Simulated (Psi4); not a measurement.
**triplet BOF at 5 levels**

We compute a comparison of 5 runs (UHF/STO-3G, UHF/3-21G, UB3LYP/6-31G*, UHSE06/cc-pVTZ, UTPSSh/cc-pVTZ) of triplet BOF. 

The results are computed with Psi4 1.11.

1 further run of the same task is left out (set aside as unsound or not needed).

### 1 The structure to begin with

The species is BOF (3 atoms), meant as a triplet with charge 0. SMILES of the parent species: `O=BF`. The coordinates come from a PBE0-D4/def2-TZVP relaxation. That shape belongs to the parent species and isn't relaxed for this state.

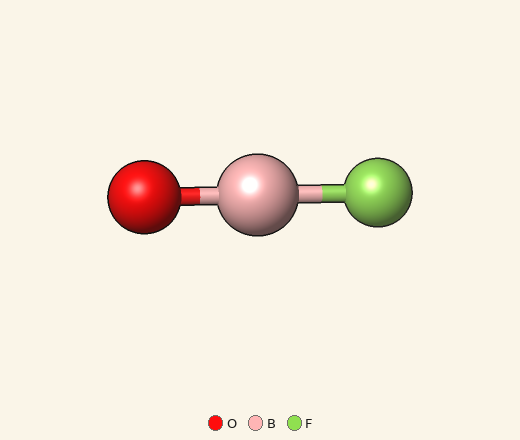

Viewed from a chosen angle; oxygen red, boron pink, fluorine green.

### 2 The energy at UHF/STO-3G (run 1)

The input, job.in:

```
memory 1600 MB

molecule {
  0 3
  O      1.85778975    -1.06788423     0.90687957
  B      0.03836144    -0.02192082     0.01870829
  F     -1.89615119     1.08999403    -0.92558786
  units au
  symmetry c1
  no_reorient
  no_com
}

set globals {
  basis         STO-3G
  reference     uhf
  puream        true
  e_convergence 1e-09
  d_convergence 1e-08
  scf_type      pk
  maxiter       200
}

e_tot, wfn = energy('hf', return_wfn=True)
oeprop(wfn, 'LOWDIN_CHARGES', 'WIBERG_LOWDIN_INDICES', 'QUADRUPOLE')
```

The run is started by

```sh
$ psi4 -i job.in -o job.out -n 1
```

job.out:

```text
[...]
  Running in c1 symmetry.
[...]
  Nuclear repulsion =   51.438950188684615
[...]
  Multiplicity = 3
[...]
  Nalpha       = 12
  Nbeta        = 10
[...]
    Number of basis functions: 15
[...]
   @UHF iter   1:  -196.02633900994658   -1.17218e+00   1.46264e-02 ADIIS/DIIS
[...]
   @UHF iter  16:  -196.07669983598623   -2.27374e-13   2.89530e-09 DIIS
[...]
   @S^2 Observed:                2.008471773E+00
[...]
  @UHF Final Energy:  -196.07669983598623
   => Energetics <=
    Nuclear Repulsion Energy =             51.4389501886846148
    One-Electron Energy =                -375.7594884758687499
    Two-Electron Energy =                 128.2438384511979166
    Total Energy =                       -196.0766998359862328
  UHF NO Occupations:
  HONO-2 :   10  A 1.9964523
  HONO-1 :   11  A 1.0000000
[...]
 Multipole Moments:
 ------------------------------------------------------------------------------------
     Multipole            Electronic (a.u.)      Nuclear  (a.u.)        Total (a.u.)
 ------------------------------------------------------------------------------------
 L = 1.  Multiply by 2.5417464519 to convert [e a0] to [Debye]
 Dipole X            :          2.0234705           -2.0112355            0.0122349
 Dipole Y            :         -1.1645481            1.1572683           -0.0072798
 Dipole Z            :          0.9877497           -0.9817127            0.0060370
 Magnitude           :                                                    0.0154640
 L = 2.  Multiply by 1.3450342976 to convert [e a0^2] to [Debye ang]
 Quadrupole XX       :        -70.9030205           59.9769241          -10.9260964
 Quadrupole XY       :         35.3725414          -34.4765809            0.8959606
[...]
```

Run time: 2.2 s. Hardware: 1 thread of Intel Xeon Platinum 8259CL at 2.50GHz (Skylake/Cascade Lake), shared host; peak memory 0.18 GiB.

### 3 Energy and forces at UHF/3-21G (run 2)

The input, bfo.xyz:

```xyz
3
BFO
O      0.983100    -0.565100     0.479900
B      0.020300    -0.011600     0.009900
F     -1.003400     0.576800    -0.489800
```

The input, bfo.py:

```python
import psi4

psi4.set_memory('1600 MB')
psi4.set_num_threads(1)
psi4.core.set_output_file('run.log', False)

with open('bfo.xyz') as f:
    atoms = ''.join(f.readlines()[2:])
m = psi4.geometry('0 3\n' + atoms + 'symmetry c1')

psi4.set_options({
    'basis': '3-21G',
    'reference': 'uhf',
    'puream': True,
    'e_convergence': 1e-09,
    'd_convergence': 1e-08,
    'scf_type': 'pk',
    'maxiter': 200,
})

e_tot = psi4.gradient("scf", molecule=m)
print('gradient / Eh bohr^-1')
print(e_tot.np.round(6))
```

The run is started by

```sh
$ python bfo.py
```

run.log:

```text
[...]
  Running in c1 symmetry.
[...]
  Nuclear repulsion =   51.438950129702292
[...]
  Multiplicity = 3
[...]
  Nalpha       = 12
  Nbeta        = 10
[...]
    Number of basis functions: 27
[...]
   @UHF iter   1:  -197.66781839145384   -6.58183e-01   9.50477e-03 ADIIS/DIIS
[...]
   @UHF iter  32:  -197.70933527463274    1.69450e-10   7.79320e-09 DIIS
[...]
   @S^2 Observed:                2.003824415E+00
[...]
  @UHF Final Energy:  -197.70933527463274
   => Energetics <=
    Nuclear Repulsion Energy =             51.4389501297022917
    One-Electron Energy =                -374.8649042819998840
    Two-Electron Energy =                 125.7166188776648710
    Total Energy =                       -197.7093352746327355
  UHF NO Occupations:
  HONO-2 :   10  A 1.9990266
  HONO-1 :   11  A 1.0000000
[...]
 Multipole Moments:
 ------------------------------------------------------------------------------------
     Multipole            Electronic (a.u.)      Nuclear  (a.u.)        Total (a.u.)
 ------------------------------------------------------------------------------------
 L = 1.  Multiply by 2.5417464519 to convert [e a0] to [Debye]
 Dipole X            :          0.0014294            0.0000155            0.0014449
 Dipole Y            :         -0.0050814           -0.0000008           -0.0050822
 Dipole Z            :         -0.7779417            1.0067641            0.2288224
 Magnitude           :                                                    0.2288834
[...]
  -Total Gradient:
     Atom            X                  Y                   Z
    ------   -----------------  -----------------  -----------------
       1       -0.000130655240     0.000477886238    -0.271892053179
       2        0.000248100584    -0.000927070342     0.199031361783
       3       -0.000117445343     0.000449184104     0.072860691394
[...]
```

Standard output:

```text
gradient / Eh bohr^-1
[[-1.31000e-04  4.78000e-04 -2.71892e-01]
 [ 2.48000e-04 -9.27000e-04  1.99031e-01]
 [-1.17000e-04  4.49000e-04  7.28610e-02]]
```

It took 2.4 s on 1 thread of Intel Xeon Platinum 8259CL at 2.50GHz (Skylake/Cascade Lake), shared host; peak memory 0.18 GiB.

Runs 3 to 4 aren't shown in full; the table further down has their settings and results.

### 4 Energy and forces at UTPSSh/cc-pVTZ (run 5)

The input, input.inp:

```
memory 1600 MB

molecule m {
  0 3
  O      0.983100    -0.565100     0.479900
  B      0.020300    -0.011600     0.009900
  F     -1.003400     0.576800    -0.489800
  symmetry c1
  no_reorient
  no_com
}

set {
  basis                cc-pVTZ
  reference            uks
  puream               true
  e_convergence        1e-09
  d_convergence        1e-08
  scf_type             pk
  dft_radial_points    99
  dft_spherical_points 590
  maxiter              200
}

e, wfn = gradient('tpssh', return_wfn=True)
oeprop(wfn, 'MULLIKEN_CHARGES', 'MAYER_INDICES', 'LOWDIN_CHARGES')
```

The run is started by

```sh
$ psi4 -n 1 input.inp input.out
```

input.out:

```text
[...]
  Running in c1 symmetry.
[...]
  Nuclear repulsion =   51.438950129702292
[...]
  Multiplicity = 3
[...]
  Nalpha       = 12
  Nbeta        = 10
[...]
    Number of basis functions: 90
[...]
   @UKS iter   1:  -199.66540876188293   -2.02821e-01   6.10683e-03 DIIS/ADIIS
[...]
   @UKS iter  13:  -199.79048966983981   -1.87583e-12   8.16748e-09 DIIS
[...]
   @S^2 Observed:                2.002577664E+00
[...]
  @UKS Final Energy:  -199.79048966983981
   => Energetics <=
    Nuclear Repulsion Energy =             51.4389501297022917
    One-Electron Energy =                -376.2212878569371810
    Two-Electron Energy =                 145.8452298652312322
    DFT Exchange-Correlation Energy =     -20.8533818078361506
    Empirical Dispersion Energy =           0.0000000000000000
    VV10 Nonlocal Energy =                  0.0000000000000000
    Total Energy =                       -199.7904896698398147
[...]
  -Total Gradient:
     Atom            X                  Y                   Z
    ------   -----------------  -----------------  -----------------
       1       -0.163239115189     0.093971524331    -0.079719342412
       2        0.128152533523    -0.073924606513     0.062623151793
       3        0.035091546666    -0.020049772965     0.017098614585
[...]
  Mulliken Charges: (a.u.)
   Center  Symbol    Alpha    Beta     Spin     Total
       1     O     4.21579  3.45559  0.76019  0.32862
       2     B     3.24391  2.07782  1.16610 -0.32173
       3     F     4.54030  4.46659  0.07371 -0.00689
   Total alpha = 12.00000, Total beta = 10.00000, Total charge =  0.00000
  Lowdin Charges: (a.u.)
   Center  Symbol    Alpha    Beta     Spin     Total
       1     O     4.07378  3.25081  0.82297  0.67542
       2     B     3.63055  2.60023  1.03031 -1.23078
       3     F     4.29568  4.14896  0.14672  0.55536
[...]
```

Run time: 51 s. Hardware: 1 thread of Intel Xeon Platinum 8259CL at 2.50GHz (Skylake/Cascade Lake), shared host; peak memory 0.83 GiB.

### 5 Overview of the runs

| run | level | task | Cartesian functions | energy (Eh) | dipole moment (D) | HOMO energy (eV) | ⟨S²⟩ | wall time |
| --- | --- | --- | --- | --- | --- | --- | --- | --- |
| 1 | UHF/STO-3G | energy | no | -196.076700 | 0.04 | -2.46 | 2.008 | 2.2 s |
| 2 | UHF/3-21G | gradient | no | -197.709335 | 0.58 | -4.75 | 2.004 | 2.4 s |
| 3 | UB3LYP/6-31G* (Cartesian functions) | energy | yes | -199.698572 | 0.30 | -2.05 | 2.002 | 12 s |
| 4 | UHSE06/cc-pVTZ | gradient | no | -199.604473 | 0.51 | -2.85 | 2.002 | 48 s |
| 5 | UTPSSh/cc-pVTZ | gradient | no | -199.790490 | 0.42 | -2.69 | 2.003 | 51 s |

### 6 Outcome

| quantity | value |
| --- | --- |
| run 5: total energy | -199.79049 Eh |
| run 5: dipole moment | 0.42 D |
| run 5: HOMO energy (highest over α and β) | -2.69 eV |
| run 5: ⟨S²⟩ | 2.003 |
| run 5: largest force on an atom | 10.517 eV/Å |

**Reading.** The dipole moment (its size) runs from 0.04 D (UHF/STO-3G) to 0.58 D (UHF/3-21G). Totals of different functionals can't be ranked against each other. In run 1 the basis is minimal, so the values are rough. All runs together took 1.9 min, the longest 51 s.
